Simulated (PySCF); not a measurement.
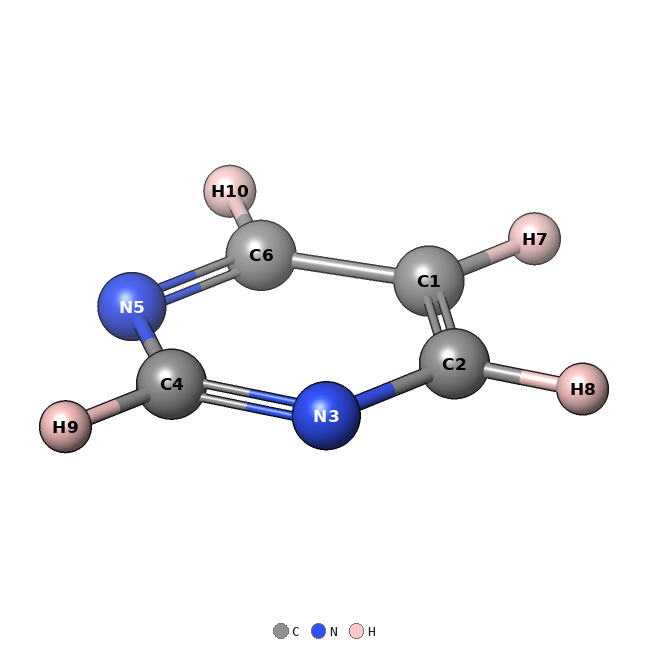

Atoms fade into the background with distance from the viewer. The computed structure is the end point of a PBE0-D3(BJ)/def2-SVP optimisation. No frequency run is at hand to confirm it as a minimum.

### What is the conformation of the ring C1–C2–N3–C4–N5–C6?

It is planar. The Cremer–Pople amplitude Q is 0.00 Å.

### Give the torsion angles round the ring, beginning with the bond from its second to its third atom.

0°, 0°, 0°, 0°, 0°, 0°.
